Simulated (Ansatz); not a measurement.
## A convergence test on LaInO3 (Pnma): k mesh of the density

How far can the k mesh of the density be lowered for the gap of LaInO3 (Pnma)?

Calculated with Ansatz 0.2.0; DFT, r2SCAN, plane waves, PAW.

## (1) The starting structure

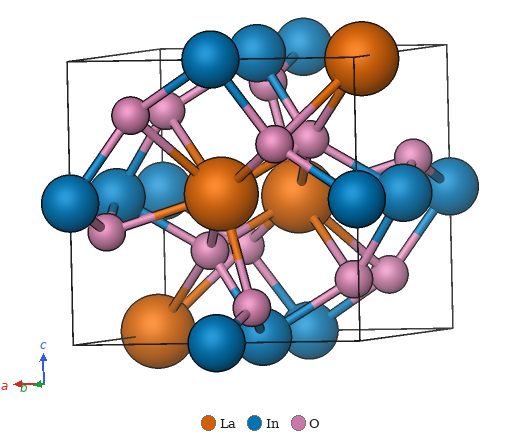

The cell as given, from a free direction (lanthanum orange, indium blue, oxygen pink). Some periodic images of atoms are drawn too.

Geometry: measured cell, ions relaxed with r2SCAN. The runs that relaxed it are not among those shown. Spin-orbit coupling is left out unless a step names it. The default PAW set here is soft_2. Its files were made with PBE.

## (2) k mesh of the density: 2×2×2

The input, input.yaml:

```yaml
crystal:
  lattice:
    - [5.9404, 0.0, 0.0]
    - [0.0, 8.2158, 0.0]
    - [0.0, 0.0, 5.7229]
  atoms:
    - { symbol: La, position: [0.9463878522, 0.25, 0.0153056097] }
    - { symbol: La, position: [0.5536121478, 0.75, 0.5153056097] }
    - { symbol: La, position: [0.4463878522, 0.25, 0.4846943903] }
    - { symbol: La, position: [0.0536121478, 0.75, 0.9846943903] }
    - { symbol: In, position: [0.0, 0.0, 0.5] }
    - { symbol: In, position: [0.5, 0.0, 0.0] }
    - { symbol: In, position: [0.5, 0.5, 0.0] }
    - { symbol: In, position: [0.0, 0.5, 0.5] }
    - { symbol: O, position: [0.0443817441, 0.25, 0.6126999622] }
    - { symbol: O, position: [0.4556182559, 0.75, 0.1126999622] }
    - { symbol: O, position: [0.5443817441, 0.25, 0.8873000378] }
    - { symbol: O, position: [0.9556182559, 0.75, 0.3873000378] }
    - { symbol: O, position: [0.1980525852, 0.0593550042, 0.1955759518] }
    - { symbol: O, position: [0.3019474148, 0.9406449958, 0.6955759518] }
    - { symbol: O, position: [0.6980525852, 0.4406449958, 0.3044240482] }
    - { symbol: O, position: [0.8019474148, 0.5593550042, 0.8044240482] }
    - { symbol: O, position: [0.8019474148, 0.9406449958, 0.8044240482] }
    - { symbol: O, position: [0.6980525852, 0.0593550042, 0.3044240482] }
    - { symbol: O, position: [0.3019474148, 0.5593550042, 0.6955759518] }
    - { symbol: O, position: [0.1980525852, 0.4406449958, 0.1955759518] }
kpoints:
  mp_grid: { grid: [2, 2, 2] }
  band_path:
    path:
      - [0.0, 0.0, 0.0]
      - [0.5, 0.0, 0.0]
      - [0.5, 0.5, 0.0]
      - [0.0, 0.5, 0.0]
      - [0.0, 0.0, 0.5]
      - [0.5, 0.0, 0.5]
      - [0.5, 0.5, 0.5]
      - [0.0, 0.5, 0.5]
    npoints: 1
hamiltonian:
  xc: r2scan
scf:
  occupations: { method: fixed }
  n_extra_bands: 10
output:
  eigenvalues: true
```

On the command line:

```sh
ansatz run input.yaml --threads 24 --pin off --max-ram 82944MiB --backend cuda --events-out ev --progress --plain --runs-dir out --devices 1 --max-vram 78GiB
```

Numbers of over 12 decimals in the logs are rounded to 6 here.

Output:

```text
scf.n_extra_bands = 10 over 84 filled bands (N_el = 168.0): the run solves 94 bands
GPUs: using 1 of 1 available (devices: 1).
Engine: ansatz 0.2.0, aarch64-unknown-linux-gnu
Pseudopotentials: kind: paw
Pseudopotential: La, paw, valence charge 11, recommended cutoff 500 eV (meta_gga), La.paw.azcp
Pseudopotential: In, paw, valence charge 13, recommended cutoff 500 eV (meta_gga), In.paw.azcp
Pseudopotential: O, paw, valence charge 6, recommended cutoff 500 eV (meta_gga), O.paw.azcp
Functional definition: r2SCAN
  parameter k0 = 0.174
  parameter k1 = 0.065
  parameter a1 = 4.9479
  exchange = r2scan_x(k0 = k0, k1 = k1, a1 = a1)
  correlation = r2scan_c
device memory: the entry about to start is reckoned to put 11.0 GiB on a device that reports 171.1 GiB free (of which the cap on the GPU budget leaves the run 78.0 GiB)
GPU FFT provider: cuFFT
GPU libraries: cuBLAS 13.8.1, cuFFT 12.4.0, cuSOLVER 12.3.2
GPU matrix products: emulated (plane waves: as basis.precision tells), large ones in fixed point in workspaces of 1.00 GiB
Crystal: 20 atoms, lattice volume = 279.307 Å³
Basis set: ecut = 500 eV, 7101 PW (Γ), exchange–correlation on 180×240×180 points (64 copies of the dense FFT grid, shifted against one another)
Bands: 94, of which v1, the nominal top of the filled ones, is band 84 counted from 1 (83 counted from 0)
Symmetry: 8 space group operations
Space group: Pnma (ITA 62), of the structure as read, at distance tolerance 6.5e-5 Å
k-points: 8
Non-local potential: La, projectors of the file, l = 0: 3, l = 1: 2, l = 2: 2, l = 3: 3
Non-local potential: In, projectors of the file, l = 0: 2, l = 1: 2, l = 2: 2, l = 3: 2
Non-local potential: O, projectors of the file, l = 0: 2, l = 1: 2, l = 2: 1
PAW form: soft (Blöchl's): semilocal exchange-correlation on the pseudo side does not see the compensation charge
PAW frozen core: La, regenerated for the run's functional (the file was generated under x = pbe(κ = 0.804, μ = 0.219515), c = pbe(β = 0.066725))
PAW frozen core: In, regenerated for the run's functional (the file was generated under x = pbe(κ = 0.804, μ = 0.219515), c = pbe(β = 0.066725))
PAW frozen core: O, regenerated for the run's functional (the file was generated under x = pbe(κ = 0.804, μ = 0.219515), c = pbe(β = 0.066725))
PAW one-centre angular grid: La, 974 points (default); XC on 160 Gauss nodes
PAW one-centre angular grid: In, 590 points (default); XC on 289 of its mesh's 2783 points in the sphere
PAW one-centre angular grid: O, 302 points (default); XC on 160 Gauss nodes
Initial density: superposition of atomic densities (neutral atoms: chi_scale 0, normalization atom), corrected by the library's trained network
Initial wavefunctions: pseudopotential atomic-orbital guess
GPU buffer pool allocated for 121500 grid points (all kernels)
GPU transforms: local potential and band sums: pruned to the plane-wave sphere, on 45×60×45
Functional: x = r2scan, c = r2scan; τ floored in thin density (d = 2e-4 eV/Å³)
SCF iter   1: F=—  HF=-54353.306935 eV  |F-HF|=—  |Δ(HF+E_count)|=         —  Δρ=1.28e-2  dr2=5.33e-1  dr2_τ=7.55e-1  ethr=1.77e-3  ⟨swp⟩=5.8  Hψ=2925  notcnv=0  defer=56
preconditioner: auto → Resta (q_TF=auto, 2.507 Å⁻¹)  ε∞=4.8  [insulator: Δε(μ)=3.625 eV  Ē_g=14.482 eV  n_scr=74 (ndim 8)  ℏωp=28.1 eV  f_vac=0.000  ε∞_Penn≈4.8]
SCF iter   2: F=—  HF=-54353.711037 eV  |F-HF|=—  |Δ(HF+E_count)|=   4.04e-1  Δρ=6.13e-3  dr2=7.32e-2  dr2_τ=1.04e-2  ethr=3.17e-4  ⟨swp⟩=5.1  Hψ=1672  notcnv=0  defer=53
SCF iter   3: F=—  HF=-54353.698860 eV  |F-HF|=—  |Δ(HF+E_count)|=   1.22e-2  Δρ=1.86e-3  dr2=5.92e-3  dr2_τ=6.90e-4  ethr=4.36e-5  ⟨swp⟩=5.8  Hψ=1573  notcnv=0  defer=58
SCF iter   4: F=—  HF=-54353.698620 eV  |F-HF|=—  |Δ(HF+E_count)|=   2.40e-4  Δρ=4.93e-4  dr2=3.65e-4  dr2_τ=6.87e-5  ethr=3.52e-6  ⟨swp⟩=4.2  Hψ=1512  notcnv=0  defer=60
SCF iter   5: F=—  HF=-54353.698677 eV  |F-HF|=—  |Δ(HF+E_count)|=   5.69e-5  Δρ=2.48e-4  dr2=1.39e-4  dr2_τ=2.31e-5  ethr=2.17e-7  ⟨swp⟩=2.2  Hψ=1413  notcnv=0  defer=60
SCF iter   6: F=—  HF=-54353.698638 eV  |F-HF|=—  |Δ(HF+E_count)|=   3.88e-5  Δρ=4.90e-5  dr2=4.82e-6  dr2_τ=6.28e-7  ethr=8.27e-8  ⟨swp⟩=2.0  Hψ=1385  notcnv=0  defer=56
SCF iter   7: F=—  HF=-54353.699034 eV  |F-HF|=—  |Δ(HF+E_count)|=   3.96e-4  Δρ=1.81e-5  dr2=8.76e-7  dr2_τ=6.93e-8  ethr=2.87e-9  ⟨swp⟩=2.8  Hψ=1420  notcnv=0  defer=55
SCF iter   8: F=-54353.699034 eV  HF=-54353.699034 eV  |F-HF|=6.12e-9  |Δ(HF+E_count)|=   2.33e-8  Δρ=2.31e-6  dr2=1.31e-8  dr2_τ=7.52e-10  ethr=5.95e-11  ⟨swp⟩=12.8  Hψ=3600  notcnv=0
SCF 1 converged in 8 iterations: F = -54353.699034 eV  dr2 = 1.31e-8
[...]
device memory: the entry about to start is reckoned to put 6.8 GiB on a device that reports 171.0 GiB free (of which the cap on the GPU budget leaves the run 78.0 GiB)
NSCF: frozen V_eff on 8 k-points
SCF converged after 8 iterations
Free energy (F): -54353.699034 eV
Harris-Foulkes:  -54353.699034 eV  (|F-HF|=6.12e-9)
Internal energy: -54353.699034 eV  (E = F + TS)
E sigma→0 (E₀):  -54353.699034 eV
Fermi energy:    9.790893 eV
--- Per-component energies (eV) ---
  E_band       = 17.359925
  E_kinetic    = 3874.700204
  E_local      = -8966.471820  (includes V_loc(G=0)·N_el)
  E_nonlocal   = 2439.080892
  E_hartree    = 3429.032990
  E_xc         = -2215.793648
  E_vxc        = -2339.085668  (∫ρ·V_xc dr)
  E_paw        = -40438.724254  (= ΣΔE_a)
  E_vpaw       = -1991.188763  (= ΣTr[D̂ρ^β])
  E_aug_tail   = 0.012092  (compensation charges beyond the density's cutoff)
  E_vtau       = 142.243037  (kinetic-family band-sum trace: ∫τ·v_τ [+ j·A + Jᵃ·Aᵃ] dr)
  E_ewald      = -12479.288432
  E_core_change = 3.752942  (= ΣΔE_core)
  E_smearing   = -0.000000  (= −TS)
  E_closure    = -0.000000  (closes the sum)
  Σ components = -54353.699034   (vs F -54353.699034, Δ=0.00e0)
--- Band table (eV; the first three rows and the last of 8) ---
  k-point 0: bands = [... 80 lower, 9.3845, 9.4967, 9.6456, 9.7909, 13.3452, 15.1299, 15.1824, 15.2363, ... 6 higher]
  k-point 1: bands = [... 80 lower, 9.3878, 9.3878, 9.4567, 9.4567, 14.8950, 14.8950, 15.1967, 15.1967, ... 6 higher]
  k-point 2: bands = [... 80 lower, 9.3953, 9.3953, 9.7064, 9.7064, 14.2441, 14.2441, 15.2003, 15.2003, ... 6 higher]
  k-point 7: bands = [... 80 lower, 9.5253, 9.5253, 9.5253, 9.5253, 15.2342, 15.2342, 15.2342, 15.2342, ... 6 higher]
```

The job ended after 1.4 s (1 × NVIDIA GB200 (shared by 2 runs) with 24 threads of Arm Neoverse V2, shared host; peak memory 1.3 GiB; 5.3 s of CPU time).

Numbers from this step:

```yaml
gap: 3.554 eV
valence_top_at: Γ
conduction_bottom_at: Γ
least_direct_gap: 3.554 eV
```

The gap is direct, at Γ.

## (3) k mesh of the density: 4×4×4 (the default)

input.yaml: that of step 2 with these lines changed.

```diff
@@ -27,14 +27,10 @@
 kpoints:
-  mp_grid: { grid: [2, 2, 2] }
+  mp_grid: { grid: [4, 4, 4] }
   band_path:
     path:
-      - [0.0, 0.0, 0.0]
-      - [0.5, 0.0, 0.0]
-      - [0.5, 0.5, 0.0]
-      - [0.0, 0.5, 0.0]
-      - [0.0, 0.0, 0.5]
-      - [0.5, 0.0, 0.5]
-      - [0.5, 0.5, 0.5]
-      - [0.0, 0.5, 0.5]
-    npoints: 1
+      - [[0.0, 0.0, 0.0], [0.5, 0.0, 0.0], [0.5, 0.5, 0.0], [0.0, 0.5, 0.0], [0.0, 0.0, 0.0], [0.0, 0.0, 0.5], [0.5, 0.0, 0.5], [0.5, 0.5, 0.5], [0.0, 0.5, 0.5], [0.0, 0.0, 0.5]]
+      - [[0.5, 0.0, 0.0], [0.5, 0.0, 0.5]]
+      - [[0.0, 0.5, 0.0], [0.0, 0.5, 0.5]]
+      - [[0.5, 0.5, 0.0], [0.5, 0.5, 0.5]]
+    npoints: 10
 hamiltonian:
@@ -42,3 +38,3 @@
 scf:
-  occupations: { method: fixed }
+  occupations: { method: fermi_dirac, width: 0.02 }
   n_extra_bands: 10
```

Output:

```text
[...]
GPUs: using 1 of 1 available (devices: 1).
[...]
GPU FFT provider: cuFFT
GPU libraries: cuBLAS 13.8.1, cuFFT 12.4.0, cuSOLVER 12.3.2
[...]
Crystal: 20 atoms, lattice volume = 279.307 Å³
Basis set: ecut = 500 eV, 7101 PW (Γ), exchange–correlation on 180×240×180 points (64 copies of the dense FFT grid, shifted against one another)
[...]
--- Band table (eV; the first three rows and the last of 27) ---
  k-point 0: bands = [... 80 lower, 9.3826, 9.4944, 9.6436, 9.7889, 13.3446, 15.1289, 15.1812, 15.2351, ... 6 higher]
  k-point 1: bands = [... 80 lower, 9.3487, 9.4314, 9.5329, 9.5714, 13.8628, 15.1501, 15.1597, 15.1787, ... 6 higher]
  k-point 2: bands = [... 80 lower, 9.3857, 9.3857, 9.4545, 9.4545, 14.8942, 14.8942, 15.1955, 15.1955, ... 6 higher]
  k-point 26: bands = [... 80 lower, 9.5233, 9.5233, 9.5233, 9.5233, 15.2331, 15.2331, 15.2331, 15.2331, ... 6 higher]
[key lines of the parts left out:]
SCF converged after 8 iterations
Free energy (F): -54353.732172 eV
Fermi energy:    11.571295 eV
```

Elapsed: 4.7 s, on 1 × NVIDIA GB200 (shared by 2 runs) with 24 threads; peak memory 1.3 GiB; 12 s of CPU time.

Numbers from this step:

| Item | Value |
| --- | --- |
| gap | 3.556 eV |
| valence top at | Γ |
| conduction bottom at | Γ |
| least direct gap | 3.556 eV |

The gap is 3.556 eV, +0.001 eV from the run before at this level.

## (4) k mesh of the density: 6×4×6

input.yaml: that of step 3 with these lines changed.

```diff
@@ -27,10 +27,14 @@
 kpoints:
-  mp_grid: { grid: [4, 4, 4] }
+  mp_grid: { grid: [6, 4, 6] }
   band_path:
     path:
-      - [[0.0, 0.0, 0.0], [0.5, 0.0, 0.0], [0.5, 0.5, 0.0], [0.0, 0.5, 0.0], [0.0, 0.0, 0.0], [0.0, 0.0, 0.5], [0.5, 0.0, 0.5], [0.5, 0.5, 0.5], [0.0, 0.5, 0.5], [0.0, 0.0, 0.5]]
-      - [[0.5, 0.0, 0.0], [0.5, 0.0, 0.5]]
-      - [[0.0, 0.5, 0.0], [0.0, 0.5, 0.5]]
-      - [[0.5, 0.5, 0.0], [0.5, 0.5, 0.5]]
-    npoints: 10
+      - [0.0, 0.0, 0.0]
+      - [0.5, 0.0, 0.0]
+      - [0.5, 0.5, 0.0]
+      - [0.0, 0.5, 0.0]
+      - [0.0, 0.0, 0.5]
+      - [0.5, 0.0, 0.5]
+      - [0.5, 0.5, 0.5]
+      - [0.0, 0.5, 0.5]
+    npoints: 1
 hamiltonian:
@@ -38,3 +42,3 @@
 scf:
-  occupations: { method: fermi_dirac, width: 0.02 }
+  occupations: { method: fixed }
   n_extra_bands: 10
```

Output:

```text
[...]
GPUs: using 1 of 1 available (devices: 1).
[...]
GPU FFT provider: cuFFT
GPU libraries: cuBLAS 13.8.1, cuFFT 12.4.0, cuSOLVER 12.3.2
[...]
Crystal: 20 atoms, lattice volume = 279.307 Å³
Basis set: ecut = 500 eV, 7101 PW (Γ), exchange–correlation on 180×240×180 points (64 copies of the dense FFT grid, shifted against one another)
[...]
--- Band table (eV; the first three rows and the last of 48) ---
  k-point 0: bands = [... 80 lower, 9.3826, 9.4944, 9.6436, 9.7889, 13.3446, 15.1289, 15.1812, 15.2351, ... 6 higher]
  k-point 1: bands = [... 80 lower, 9.3736, 9.4639, 9.5866, 9.6856, 13.5855, 15.1391, 15.1693, 15.1818, ... 6 higher]
  k-point 2: bands = [... 80 lower, 9.3759, 9.4070, 9.4364, 9.5002, 14.2081, 15.1601, 15.1646, 15.1896, ... 6 higher]
  k-point 47: bands = [... 80 lower, 9.5233, 9.5233, 9.5233, 9.5233, 15.2331, 15.2331, 15.2331, 15.2331, ... 6 higher]
[key lines of the parts left out:]
SCF converged after 8 iterations
Free energy (F): -54353.732189 eV
Fermi energy:    9.788904 eV
```

Elapsed: 3.5 s, on 1 × NVIDIA GB200 (shared by 2 runs) with 24 threads; peak memory 1.3 GiB; 7.7 s of CPU time.

This step gave:

```
gap                  : 3.556 eV
valence top at       : Γ
conduction bottom at : Γ
least direct gap     : 3.556 eV
```

The gap is 3.556 eV, as in the run before at this level.

## (5) The series

Differences are against the last row; a negative gap means that bands overlap, and a run with a band path holds that path's time. Times are wall times on 1 × NVIDIA GB200 (shared by 2 runs) with 24 threads of Arm Neoverse V2, shared host, good to a factor of about two.

| k mesh of the density | gap (eV) | direct gap (eV) | gap error (eV) | energy error (meV/atom) | irreducible k | time |
| --- | --- | --- | --- | --- | --- | --- |
| 2×2×2 | 3.554 | 3.554 | −0.001 | +1.7 | 8 | 1.4 s |
| 4×4×4 | 3.556 | 3.556 | +0.000 | +0.0 | 27 | 4.7 s |
| 6×4×6 | 3.556 | 3.556 | +0.000 | +0.0 | 48 | 3.5 s |

## (6) Outcome

```json
{
  "2×2×2": "3.554 eV",
  "4×4×4": "3.556 eV",
  "6×4×6": "3.556 eV"
}
```

In words: The gap holds to 0.02 eV from 2×2×2 on, the cheapest setting tried. At 2×2×2 the gap is off by −0.001 eV and the energy by +2 meV/atom. The gap is read over the mesh and added points near the edges, so meshes differ mainly through the density and, for a hybrid, the exchange operator.

[Paths, hosts, dates, memory and timing lines, banners, echoed tables and standing remarks are left out of the program output.]

[Logs are printed without paths, hosts, clocks, repeated set-up lines and the standing remarks that a program may print on its own settings, such as how far it seeks lower states.]

[Runs of the session that timed out or met a known fault of the program may be left out.]

[Cells called generated may have been cut or substituted from an entry of the Crystallography Open Database or the Materials Project.]

[Hosts, paths, dates, database ids (printed as entryN), source tags and the programs' standing remarks are cut or masked in the printed files.]
